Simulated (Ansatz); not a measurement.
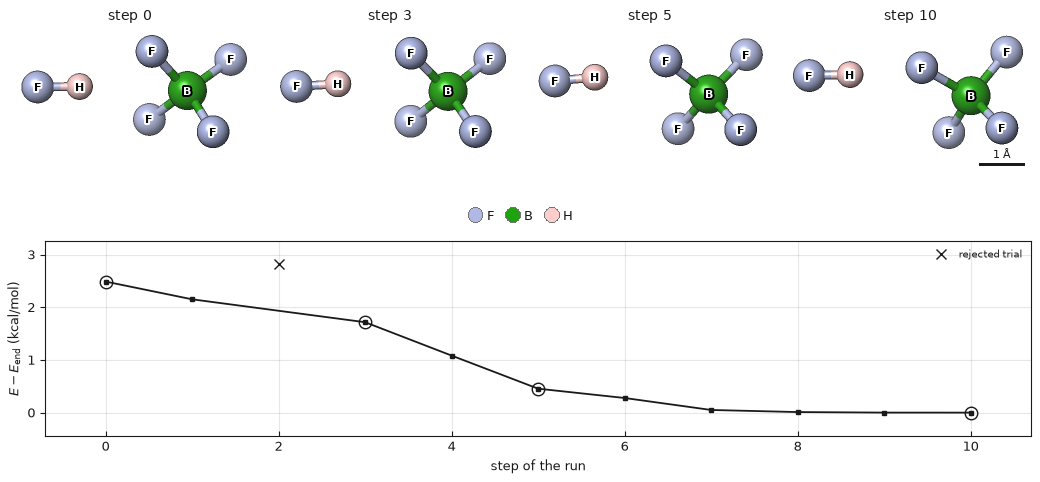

Frames of a relaxation of BHF5 (charge −1), marked on the history of the run. The picture is a ball-and-stick view, seen from a free direction.

The run prepares the start of a later molecular dynamics calculation, from a guessed geometry.

All numbers below come from RHF/def2-SVP in Ansatz 0.2.0. (no spin polarisation; force threshold 0.02 eV/Å; at most 40 steps)

**Describe the path.**

The largest move after the best rigid fit is that of an F atom, 0.55 Å. By element the largest moves are F 0.55 Å, H 0.41 Å, B 0.16 Å. Near-neighbour distances that change, for instance: B–F 1.396 → 1.427 Å, F–H 0.945 → 0.920 Å, B–F 1.399 → 1.382 Å. After 9 accepted moves (10 points after the start) the energy has fallen by 2.49 kcal/mol. The largest force component goes from 1.9 to 0.012 eV/Å. The line search rejected the trial step at point 2 of the run. From step 0 to 3: the H atom moves most (0.08 Å), energy −0.77 kcal/mol. From step 3 to 5: an F atom moves most (0.24 Å), energy −1.26 kcal/mol. From step 5 to 10: an F atom moves most (0.28 Å), energy −0.45 kcal/mol.

```csv
step,"E − E(0), kcal/mol","largest force component, eV/Å",note
0,0.00,1.9164,
1,-0.34,1.2461,
2,0.32,3.6390,rejected
3,-0.77,1.1592,
4,-1.40,0.1824,
5,-2.03,0.3525,
6,-2.21,0.2250,
7,-2.44,0.0376,
8,-2.48,0.0326,
9,-2.49,0.0227,
10,-2.49,0.0121,
```

Limits of the set-up: the basis has no diffuse functions, which an anion needs.
